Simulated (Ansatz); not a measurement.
# Sn4B2CN: relaxing a made-up structure, part 2 of 2

Starting from a made-up structure for Sn4B2CN, the aim is the relaxed cell, its shortest contacts and, where a second run follows, its electronic structure.

Ansatz 0.2.0; DFT, PBE, plane-wave PAW, files of the set soft_1, scalar-relativistic, no spin, cell and ions relaxed at zero pressure; PAW set soft_1 (the session's first sound run).

So far: Starting point; Relaxation of the guess. The relaxed cell has a = 3.408, c = 11.977 Å (conventional setting).

## (3) Bands of the relaxed cell

A second self-consistent run takes a narrower smearing and the mesh shown in its input; the bands follow along the standard path of the relaxed lattice.

This step: DFT, PBE, plane-wave PAW, files of the set soft_1, scalar-relativistic, no spin, bands and density of states at the relaxed cell; PAW set soft_1 (Ansatz 0.2.0).

File input.yaml:

```yaml
crystal:
  lattice:
    - [3.4083989526, 0.0, 0.0]
    - [-1.7041994763, 2.9517600792, 0.0]
    - [0.0, 0.0, 11.9769534088]
  atoms:
    - { symbol: Sn, position: [0.6666666667, 0.3333333333, 0.116380998] }
    - { symbol: Sn, position: [0.3333333333, 0.6666666667, 0.883619002] }
    - { symbol: Sn, position: [0.3333333333, 0.6666666667, 0.6224343763] }
    - { symbol: Sn, position: [0.6666666667, 0.3333333333, 0.3775656237] }
    - { symbol: "N", position: [0.0, 0.0, 0.5] }
    - { symbol: C, position: [0.0, 0.0, 0.0] }
    - { symbol: B, position: [0.3333333333, 0.6666666667, 0.2515164995] }
    - { symbol: B, position: [0.6666666667, 0.3333333333, 0.7484835005] }
kpoints:
  mp_grid: { grid: [10, 10, 4] }
  band_path:
    path:
      - [[0.0, 0.0, 0.0], [0.5, 0.0, 0.0], [0.33333333, 0.33333333, 0.0], [0.0, 0.0, 0.0], [0.0, 0.0, 0.5], [0.5, 0.0, 0.5], [0.33333333, 0.33333333, 0.5], [0.0, 0.0, 0.5]]
      - [[0.5, 0.0, 0.5], [0.5, 0.0, 0.0]]
      - [[0.33333333, 0.33333333, 0.0], [0.33333333, 0.33333333, 0.5]]
    npoints: 8
scf:
  occupations: { method: fermi_dirac, width: 0.03 }
  n_extra_bands: 12
hamiltonian:
  xc: pbe
  pseudopotentials: { kind: paw, azcp: { folder: soft_1 } }
output:
  forces: true
  stress: true
  write_bands: true
  dos: { projected: true }
  write_density: true
  write_potential: true
  elf: true
  volumetric_format: npy
```

The run is started by

```bash
> ansatz run input.yaml --threads 4 --pin off --max-ram 10240MiB --backend cpu --events-out ev --progress --plain --runs-dir out
```

Numbers of over 12 decimals in the logs are rounded to 6 here.

Output:

```text
[...]
Crystal: 8 atoms, lattice volume = 120.497 Å³
Basis set: ecut = 420 eV, 2345 PW (Γ), exchange–correlation on 48×48×162 points (8 copies of the dense FFT grid, shifted against one another)
Bands: 48, of which v1, the nominal top of the filled ones, is band 36 counted from 1 (35 counted from 0)
Symmetry: 12 space group operations
[...]
k-points: 50 of 400
[...]
SCF iter   1: F=—  HF=-25040.870608 eV  |F-HF|=—  |Δ(HF+E_count)|=         —  Δρ=9.92e-2  dr2=6.78e1  ethr=3.10e-3  ⟨swp⟩=6.2  Hψ=9819  notcnv=0  defer=23
[...]
SCF iter  11: F=-25035.667534 eV  HF=-25035.667534 eV  |F-HF|=8.29e-9  |Δ(HF+E_count)|=   1.72e-8  Δρ=2.84e-6  dr2=1.43e-8  ethr=1.41e-10  ⟨swp⟩=16.5  Hψ=17841  notcnv=0
SCF 1 converged in 11 iterations: F = -25035.667534 eV  dr2 = 1.43e-8
[...]
NSCF: frozen V_eff on 75 k-points
SCF converged after 11 iterations
Free energy (F): -25035.667534 eV
[...]
Internal energy: -25035.660152 eV  (E = F + TS)
E sigma→0 (E₀):  -25035.663843 eV
Entropy (-TS):   -0.007382 eV (-0.923 meV/atom)
Fermi energy:    12.376334 eV
[...]
--- Forces (eV/Å), atoms counted from 1 ---
  atom   1  Sn     0.00000000    -0.00000000     0.02098578
  atom   2  Sn     0.00000000     0.00000000    -0.02098578
  atom   3  Sn     0.00000000     0.00000000     0.07690512
  atom   4  Sn     0.00000000    -0.00000000    -0.07690512
  atom   5  N     -0.00000000    -0.00000000     0.00000000
  atom   6  C     -0.00000000    -0.00000000     0.00000000
  atom   7  B     -0.00000000     0.00000000     0.02999578
  atom   8  B      0.00000000    -0.00000000    -0.02999578
  max |Σ_I F_I| component: 6.94e-18 eV/Å
--- Stress (GPa, compression-positive) ---
       -0.056193      -0.000000      -0.000000
       -0.000000      -0.056193       0.000000
       -0.000000       0.000000      -0.335109
  P = ⅓ Tr σ = -0.1492 GPa (-1.492 kbar)
--- Band table (eV; the first three rows and the last of 50) ---
  k-point 0: bands = [... 32 lower, 11.9649, 13.9836, 13.9836, 14.1594, 14.1594, 14.7484, 16.3809, 17.2903, ... 8 higher]
  k-point 1: bands = [... 32 lower, 12.3937, 14.0084, 14.0084, 14.1331, 14.1331, 14.5175, 16.5076, 17.3501, ... 8 higher]
  k-point 2: bands = [... 32 lower, 12.8026, 14.0624, 14.0624, 14.0777, 14.0777, 14.2554, 16.6123, 17.4334, ... 8 higher]
  k-point 49: bands = [... 32 lower, 9.8144, 10.1056, 10.9958, 11.0498, 11.6836, 11.9937, 15.1908, 15.4336, ... 8 higher]
```

Wall time 6.8 s (4 threads of Intel Xeon Platinum 8559C (Emerald Rapids), shared host); peak memory 0.69 GiB.

Reading the cycles: dr2 is the Hartree energy of the density residual (eV), the measure of convergence; HF is the Harris–Foulkes estimate of the energy, which meets the free energy F at convergence.

Numbers from this step:

- free energy: -25035.6675 eV
- energy at zero smearing: -25035.6638 eV
- smearing term TS: 0.007382 eV
- Fermi energy: 12.38 eV
- pressure: -0.1492 GPa

From bands.tsv, the bands that come nearest the Fermi level along the path, at its corners, in eV from the Fermi level:

```
point  band 33  band 34  band 35  band 36  band 37  band 38  band 39  band 40
    Γ    -0.41     1.61     1.61     1.78     1.78     2.37     4.00     4.91
    M    -2.04    -1.82    -1.03    -0.36     0.07     0.67     1.59     2.96
    K    -3.00    -3.00    -2.99    -0.62     0.23     0.23     1.98     2.67
    Γ    -0.41     1.61     1.61     1.78     1.78     2.37     4.00     4.91
    A     0.43     1.69     1.69     1.70     1.70     1.88     4.24     5.06
    L    -2.72    -2.29    -0.28    -0.09     0.06     0.20     2.10     2.44
    H    -1.85    -1.85    -1.81    -1.75    -0.80    -0.80     3.35     3.41
    A     0.43     1.69     1.69     1.70     1.70     1.88     4.24     5.06
    L    -2.72    -2.29    -0.28    -0.09     0.06     0.20     2.10     2.44
    M    -2.04    -1.82    -1.03    -0.36     0.07     0.67     1.59     2.96
    K    -3.00    -3.00    -2.99    -0.62     0.23     0.23     1.98     2.67
    H    -1.85    -1.85    -1.81    -1.75    -0.80    -0.80     3.35     3.41
```

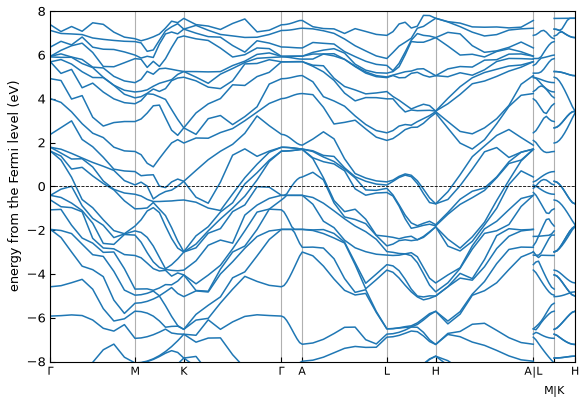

Bands along the path. 22 bands lie wholly below the window drawn.

States per cell as run, both spins, in windows of 1 eV, from dos.tsv (zero at the Fermi level):

```csv
from,to,total
-8,-7,1.77
-7,-6,2.59
-6,-5,1.80
-5,-4,3.14
-4,-3,3.27
-3,-2,3.77
-2,-1,3.25
-1,0,3.17
0,1,3.22
1,2,1.92
2,3,2.19
3,4,2.59
4,5,3.38
5,6,4.81
```

Below -8 eV lie 48.1 more states.

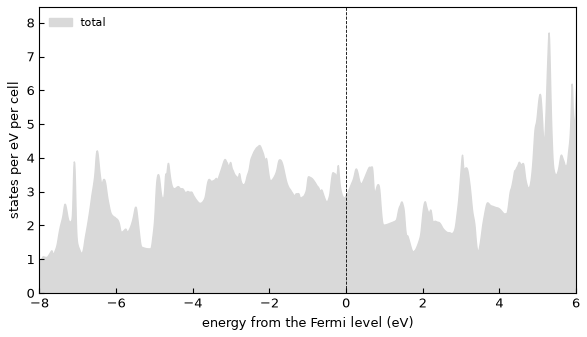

Total density of states, smoothed over about 0.04 eV.

Force by atom:

| atom | x (eV/Å) | y (eV/Å) | z (eV/Å) | size |
| --- | --- | --- | --- | --- |
| Sn1 | 0.0000 | 0.0000 | 0.0210 | 0.0210 |
| Sn2 | 0.0000 | 0.0000 | -0.0210 | 0.0210 |
| Sn3 | 0.0000 | 0.0000 | 0.0769 | 0.0769 |
| Sn4 | 0.0000 | 0.0000 | -0.0769 | 0.0769 |
| N5 | 0.0000 | 0.0000 | 0.0000 | 0.0000 |
| C6 | 0.0000 | 0.0000 | 0.0000 | 0.0000 |
| B7 | 0.0000 | 0.0000 | 0.0300 | 0.0300 |
| B8 | 0.0000 | 0.0000 | -0.0300 | 0.0300 |

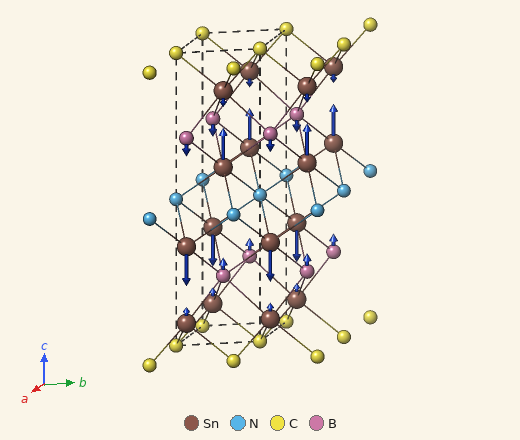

Force as arrows, the longest 0.0769 eV/Å. Bonds to atoms that aren't drawn are left out. 2×2×1 cells are drawn. Some periodic images of atoms are drawn too.

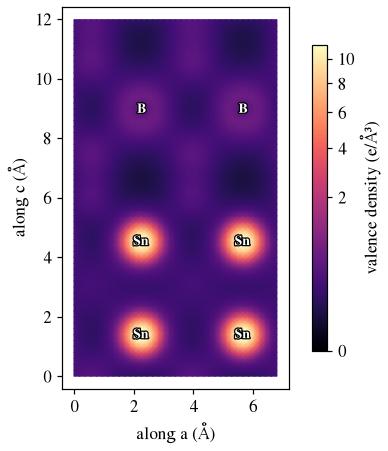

Valence density in the ac plane at fractional y = 0.333, with atoms of Sn and B within 0.2 Å of it. It is the smooth field of the valence electrons, not physical close to the nuclei. The colour scale is stretched toward low values.

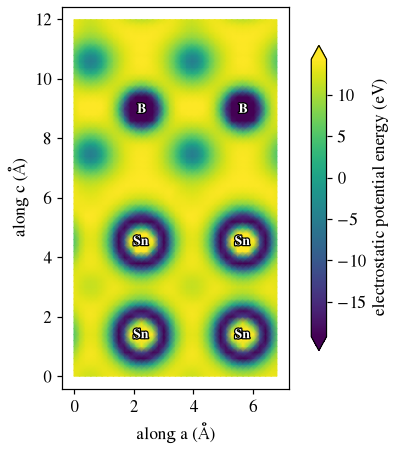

Electrostatic potential energy in the ac plane at fractional y = 0.333, with atoms of Sn and B within 0.2 Å of it. With pseudopotentials it is smooth inside the atoms' cores, unlike the true potential.

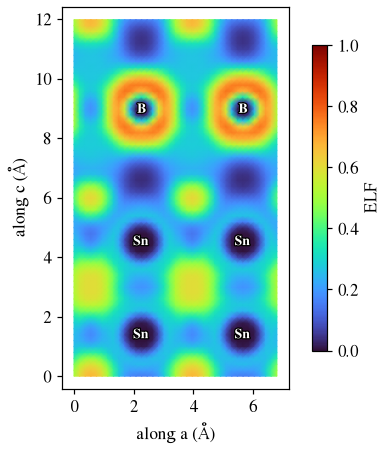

ELF in the ac plane at fractional y = 0.333, with atoms of Sn and B within 0.2 Å of it. It is the smooth field of the valence electrons, not physical close to the nuclei.

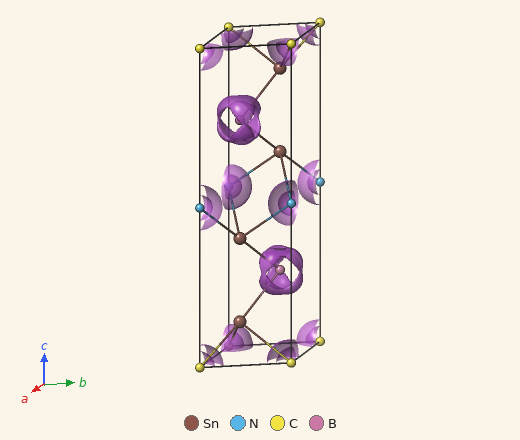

Surface of ELF = 0.74. Bonds to atoms that aren't drawn are left out.

## (4) Outcome

| Item | Value |
| --- | --- |
| space group, relaxed | P-3m1 |
| conventional cell | a = 3.408, b = 3.408, c = 11.977 Å; α = 90.0°, β = 90.0°, γ = 120.0° |
| volume per atom | 15.06 Å³ (guess 15.77) |

Sn4B2CN relaxes to P-3m1 with a = 3.408, b = 3.408 and c = 11.977 Å. The guessed volume was 5 % too large. The space group P-3m1 was held in the relaxation, so the end point is a stationary structure within it and may be a saddle against distortions or other arrangements. Bands cross the Fermi level, so it is a metal or semimetal at this level. The electron count is odd, which forces that without spin polarisation or a larger cell. On the 10×10×4 mesh with the narrower smearing (relaxed on 10×10×2) the largest force component is 0.077 eV/Å and the largest stress component is 0.335 GPa, against the relaxation's thresholds of 0.015 eV/Å and 0.05 GPa. The cutoff wasn't tested. A vector of the cell changed its length by 17 %, more than the volume shows. No dispersion term is used, so weakly bound directions may come out too long. Nothing here tests whether the compound is stable against decomposition.

[Logs are printed without paths, hosts, clocks, repeated set-up lines and the standing remarks that a program may print on its own settings, such as how far it seeks lower states.]

[Hosts, paths, dates, database ids (printed as entryN), source tags and the programs' standing remarks are cut or masked in the printed files.]
